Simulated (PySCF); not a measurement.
# C7H16N2Si: what the fields show

```xyz
26

C    -1.8195   -1.9693   -0.5496
C    -1.3930   -0.5079   -0.6687
C    -2.1205    0.3624    0.3597
C     0.0992   -0.3683   -0.5354
N     0.7425   -0.8780    0.4481
N     2.0697   -0.5559    0.3657
Si    3.1676   -1.3139    1.4912
C     2.3690    0.0295   -0.9415
C     0.9845    0.4775   -1.4336
C     0.7126    1.9695   -1.2476
H    -2.9095   -2.0723   -0.6648
H    -1.3307   -2.5925   -1.3134
H    -1.5329   -2.3649    0.4363
H    -1.6613   -0.1466   -1.6773
H    -1.8549    1.4250    0.2571
H    -3.2128    0.2722    0.2497
H    -1.8468    0.0453    1.3775
H     4.4761   -0.6176    1.3056
H     3.3722   -2.7786    1.2447
H     2.6675   -1.1320    2.8827
H     2.8021   -0.7261   -1.6247
H     3.0860    0.8606   -0.8558
H     0.8382    0.2136   -2.4936
H    -0.3158    2.2293   -1.5414
H     0.8498    2.2593   -0.1942
H     1.3982    2.5731   -1.8624
```

Geometry: PBE0-D3(BJ)/def2-SVP.

Computed with PBE0/pcSseg-1, SCF density, gas phase, non-relativistic in PySCF 2.14.0.

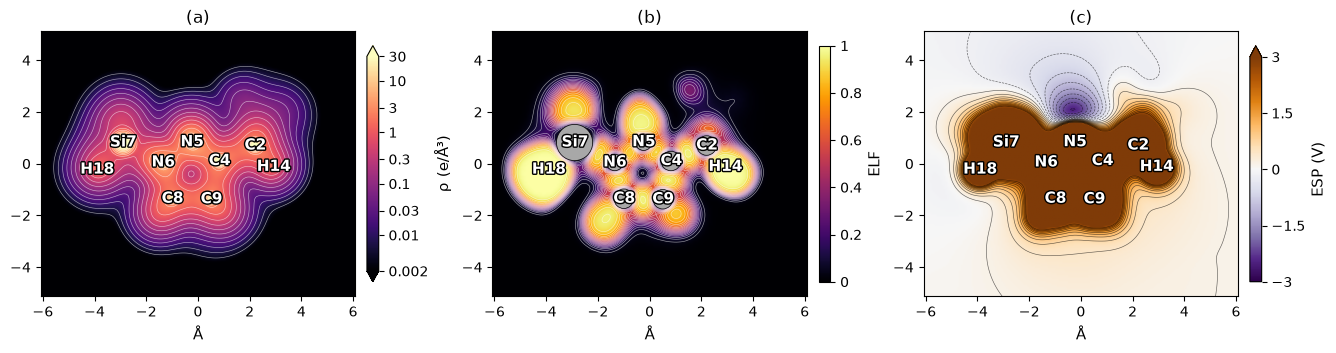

Figure 1. (a) electron density; (b) ELF; (c) molecular electrostatic potential on the plane of atoms C2, C4 and N5. Grey discs cover the atomic cores in the ELF map.

What do the fields say about this system?

Answer. The plane passes through C, N, Si and H nuclei. C–N (1.28 Å): ρ is about 2.8 e/Å³ halfway; the ELF peaks at about 0.90 between the atoms: a covalent bond. N–N (1.37 Å): ρ at the midpoint is about 2.4 e/Å³; the ELF peaks at about 0.90 between the atoms (localised, covalent bonding). C–C (1.50 Å): ρ is about 1.7 e/Å³ halfway; the ELF peaks at about 0.95 between the atoms (a covalent bond). Si–N (1.75 Å): ρ at the midpoint is about 1 e/Å³; the ELF peaks at about 0.90 between the atoms: a polar covalent bond. C–H (1.10 Å): the density is about 1.9 e/Å³ at the midpoint; the ELF climbs to about 1 towards the hydrogen, as it does in any bond to H: an ordinary covalent bond to hydrogen. The ELF also peaks beside N5, away from the bonds: lone-pair regions. Outside the dense part of the molecule the potential is most negative (−2.4 V) near N5.

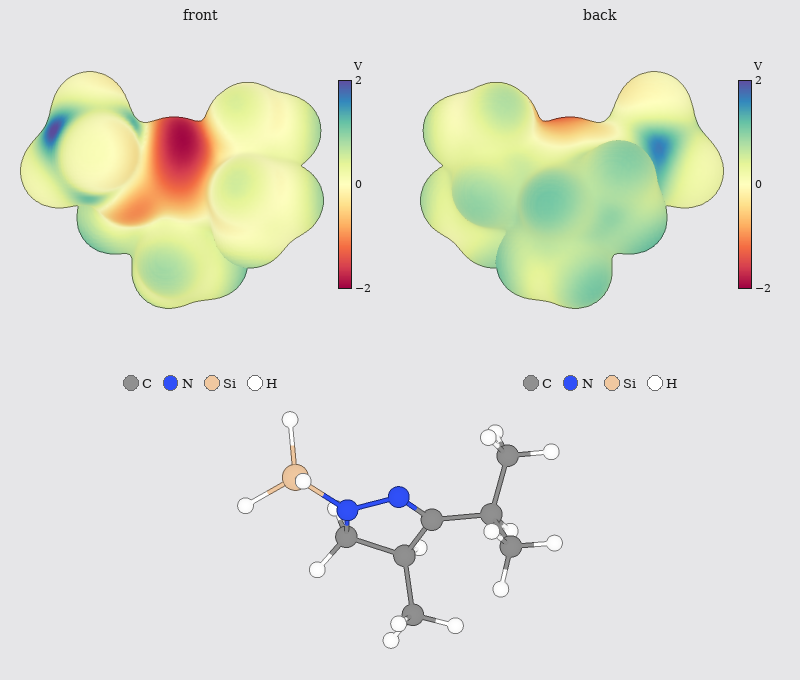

Figure 2. The molecular electrostatic potential painted on the density surface at 0.004 e/bohr³, seen from the front and from behind; red is negative and blue positive. The bare structure is drawn below in the same view.

Which sites attract a positive test charge, and which a negative one?

Answer. A positive charge is drawn to the negative regions and a negative charge to the positive ones. The most negative region (about −1.9 V, or −44 kcal/mol for a unit charge) lies over N5, the most positive (about +1.7 V, or +39 kcal/mol for a unit charge) over Si7. N5 is the likeliest acceptor of a hydrogen bond.
